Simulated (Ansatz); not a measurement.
AlH$_{6}$O$_{3}$P (SMILES [OH][Al-]([OH])([OH])[PH3+])

The calculation's input:

```
crystal:
  periodic: [false, false, false]
  atoms:
    - {symbol: O, position_ang: [-1.745027, 0.416979, 0.955309]}
    - {symbol: Al, position_ang: [-0.289598, -0.453536, 0.721180]}
    - {symbol: O, position_ang: [1.028734, -0.118439, 1.760807]}
    - {symbol: O, position_ang: [-0.381540, -2.006233, 0.005958]}
    - {symbol: P, position_ang: [0.547495, 0.816876, -1.317775]}
    - {symbol: H, position_ang: [-1.842602, 1.016991, 1.692428]}
    - {symbol: H, position_ang: [1.656692, -0.801216, 1.989630]}
    - {symbol: H, position_ang: [-1.227473, -2.406044, -0.187646]}
    - {symbol: H, position_ang: [0.849478, 2.188111, -1.193089]}
    - {symbol: H, position_ang: [1.740008, 0.399620, -1.942864]}
    - {symbol: H, position_ang: [-0.270667, 0.889792, -2.463340]}
basis:
  gaussian: {orbitals: def2-TZVPP}
hamiltonian: {xc: pbe0, dispersion: d4}
output: {orbitals: {seedname: orbitals}}
```

Launched as:

```sh
ansatz run in.yaml --threads 4 --pin off --events-out ev --progress --plain --max-ram 10444MiB
```

Geometry: PBE0-D4/def2-TZVP.

These are results of RKS PBE0-D4/def2-TZVPP in Ansatz, not measurements.

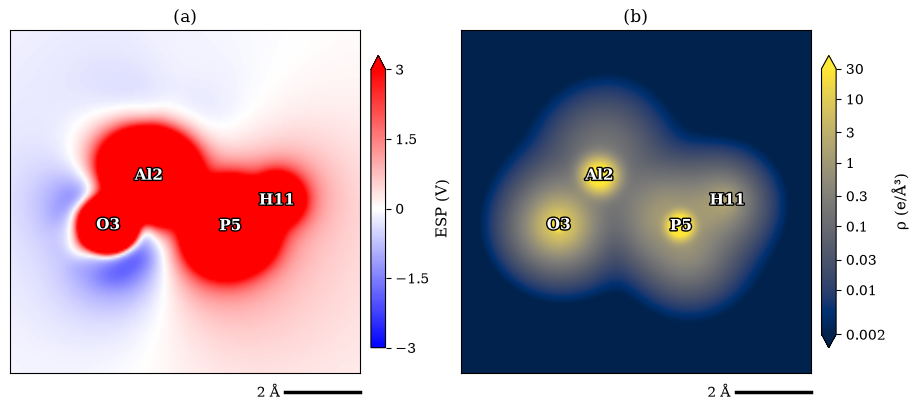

Figure 1. (a) electrostatic potential; (b) electron density on the plane of atoms O3, Al2 and P5.

### What does the map show?

- The section cuts through Al, O, P and H sites.
- Al–O (1.71 Å): ρ is about 0.89 e/Å³ halfway.
- Al–P (2.54 Å): ρ is about 0.38 e/Å³ halfway, with its minimum of 0.24 e/Å³ about 0.9 Å from Al.
- P–H (1.41 Å): the density is about 1.1 e/Å³ at the midpoint.
- Outside the dense part of the molecule the potential is most negative (−1.8 V) near O3.

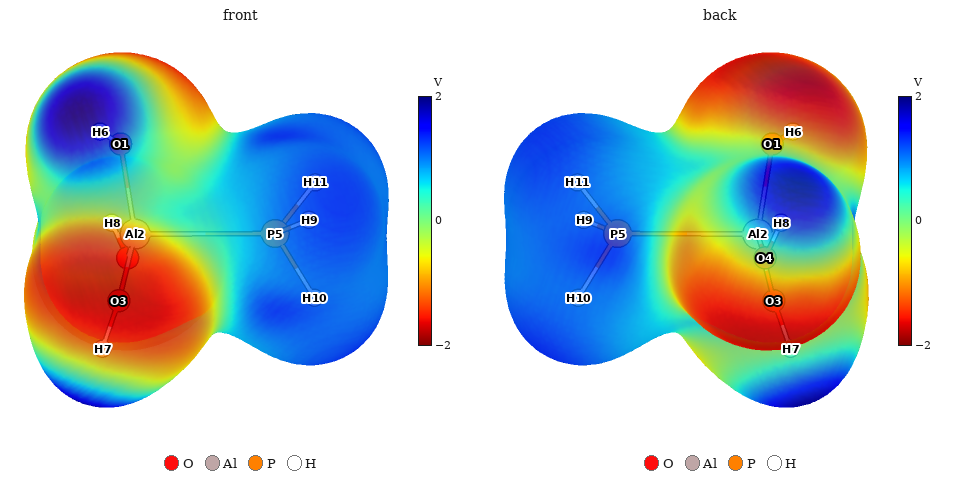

Figure 2. The molecular electrostatic potential painted on the density surface at 0.002 e/bohr³, seen from the front and from behind; the colour scale runs from red (negative) to blue (positive).

### Which sites attract a positive test charge, and which a negative one?

A positive charge is drawn to the negative regions and a negative charge to the positive ones. The most negative region (about −1.8 V, or −42 kcal/mol for a unit charge) lies over O1, O3 and O4, the most positive (about +1.9 V, or +44 kcal/mol for a unit charge) over H6, H7 and H8.

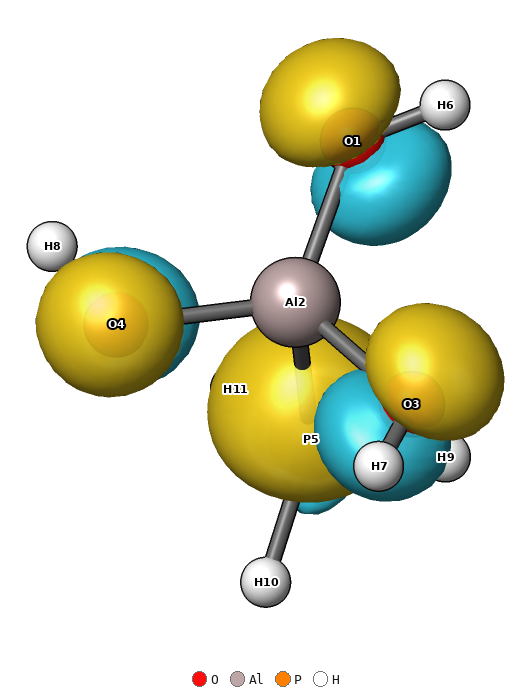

Figure 3. The HOMO at ±0.15 Å⁻³ᐟ² (yellow and cyan are the two phases), seen at an oblique angle.

### Describe this orbital and give its energy.

Its weight (Hirshfeld) is mainly on O1 (about 20 %), O3 (about 20 %), O4 (about 20 %) and P5 (about 20 %); largely a combination of lone pairs on O1, O3, O4 and P5. Its energy is −7.96 eV.
